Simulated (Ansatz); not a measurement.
# Leakage through CaO between Nb(100) and Nb(100): one more thickness

The current through thinner CaO barriers is known. What leaks through 5 layers at 0.25 V?

Set-up. Ansatz 0.2.0, plane waves with PAW datasets, PBE; a slab with two metal leads whose outer parts are reservoirs, with density and current solved under bias (Landauer, 300 K). The CaO is strained to the lead's lattice, the interfaces are relaxed in a short slab (PBE+D3(BJ)), and bulk layers are laid on.

The runs, with one result withheld:

```tsv
layers of CaO	cell length (Å)	drop between the leads' cuts at 0.25 V (V)	current density at 0.25 V (A/m²)
1	62.68	0.204	9.65×10¹³
3	67.57	0.242	1.34×10¹³
4	69.99	0.249	2.37×10¹²
5	72.41	0.249	?
```

Worked fit:

Deep in a barrier the current should fall by a fixed factor for each layer; the steps shown give 2.7 and 5.7 per layer. A straight line through ln J for 3 and 4 layers has the slope −1.735 per layer, a factor of 5.7; with about 2.42 Å per layer that is β = 0.72 Å⁻¹. Then J = exp(35.435 − 1.735 × 5). Predicted: 4.18×10¹¹ A/m².

What the run gave:

7.19×10¹¹ A/m², so the prediction is 42 % too low. From 4 to 5 layers the current falls by 3.3 per layer, against the fitted 5.7. The steps are uneven, so one factor describes this series only roughly.

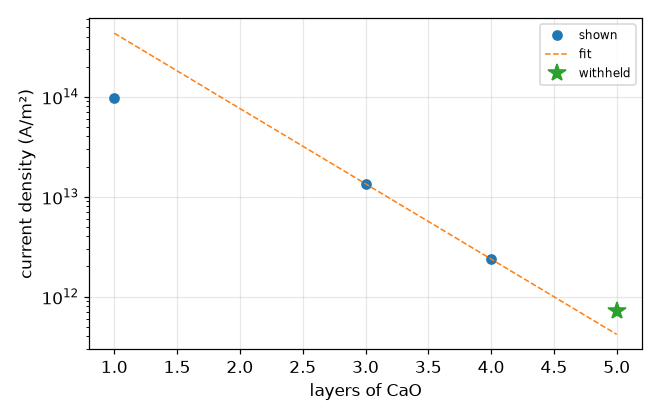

Current density against thickness.

Caveats: On every other k-point the currents of these runs, at any bias, move by up to 36 %. A semilocal functional makes the barrier's gap too small; each thickness has its own relaxed interfaces. At 4 and 5 layers the conductance at 0 V times the bias is 2.2 and 4.3 times the current, a sign of narrow levels at zero bias or of coarse sampling.

[Logs are printed without paths, hosts, clocks, repeated set-up lines and the standing remarks that a program may print on its own settings, such as how far it seeks lower states.]
